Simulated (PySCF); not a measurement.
Vertical excitations of a molecule CH₇ClN₂Si from TDA-PBE/def2-SVPD (PySCF), as energy in eV (oscillator strength): 4.97 (0.001), 5.31 (0.031), 5.74 (0.049), 6.05 (0.015), 6.27 (0.045), 6.47 (0.018), 6.70 (0.034), 6.86 (0.013), 6.92 (0.024), 7.00 (0.026). Lowest triplet (TDA): 4.85 eV. Coordinates come from a B3LYP-D3(BJ)/def2-SVP optimisation. One conformer was computed; it need not be the lowest.

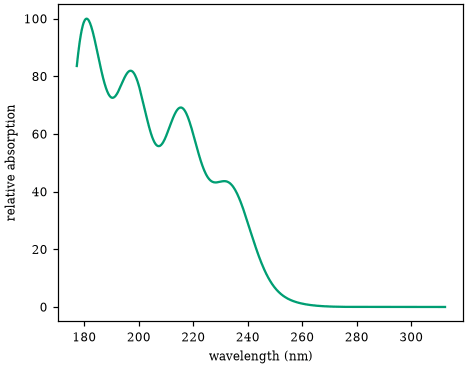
Figure: The lines broadened by 0.4 eV.

Task: Which structure fits?
(A) C[Si](N)(N)Cl
(B) NC[Si@@H](N)Cl
(C) CN[Si@H](N)Cl

Result: B, NC[Si@@H](N)Cl
